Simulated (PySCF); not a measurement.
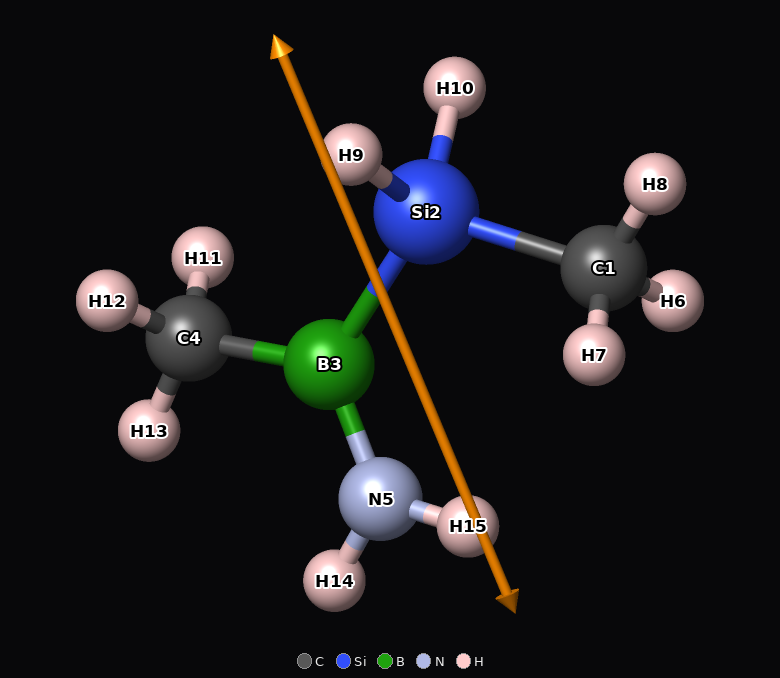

The double arrow shows the direction of the transition dipole to excited singlet state 6 (its length means nothing). The computed structure is the end point of a GFN2-xTB optimisation. No frequency run is at hand to confirm it as a minimum. Properties computed with TDDFT B3LYP/def2-SVPD, vertical, gas phase, core orbitals frozen in the response (PySCF 2.14.0).

Give its energy, strength and character.

7.40 eV (168 nm), oscillator strength 0.13, mainly HOMO−1 → LUMO (weight 0.58); transition dipole 2.15 D.

The geometry is semi-empirical. Around B, Si such bond lengths and angles can be off by a tenth of an ångström or more and by several degrees, and values that hang on the shape move with them.
